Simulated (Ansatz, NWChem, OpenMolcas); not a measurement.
BCl3 (boron trichloride): methods side by side

BCl3: 4 atoms, total charge 0, spin state singlet. As SMILES, `ClB(Cl)Cl`. The coordinates come from a PBE0-D4/def2-TZVP relaxation.

Quantity: the HOMO–LUMO gap, in eV. The values are calculated.

```
            level                    kind     program  value (eV)  CPU time
  SVWN5/6-311+G**                     LDA      Ansatz        4.95     4.6 s
    PBE/6-311+G**                     GGA      Ansatz        5.07     6.8 s
   TPSS/6-311+G**                meta-GGA  OpenMolcas        5.30      34 s
  B3LYP/6-311+G**           global hybrid      NWChem        6.94      15 s
   PBE0/6-311+G**           global hybrid      Ansatz        7.41     9.2 s
wB97M-V/6-311+G**  range-separated hybrid      Ansatz       11.75      78 s
  wB97X/6-311+G**  range-separated hybrid      Ansatz       12.06      33 s
 B2PLYP/6-311+G**           double hybrid  OpenMolcas       10.05      25 s
```

The values span 4.95 to 12.06 eV. Orbital gaps aren't excitation energies, and those of double hybrids come from the SCF part alone; they tend to grow with the share of exact exchange. CPU times are rough (shared hosts, several kinds of processor): they show what a rung costs within a factor of a few.

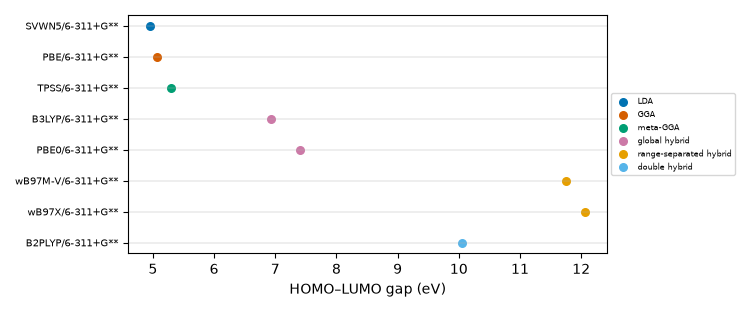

The values of the table, level by level.
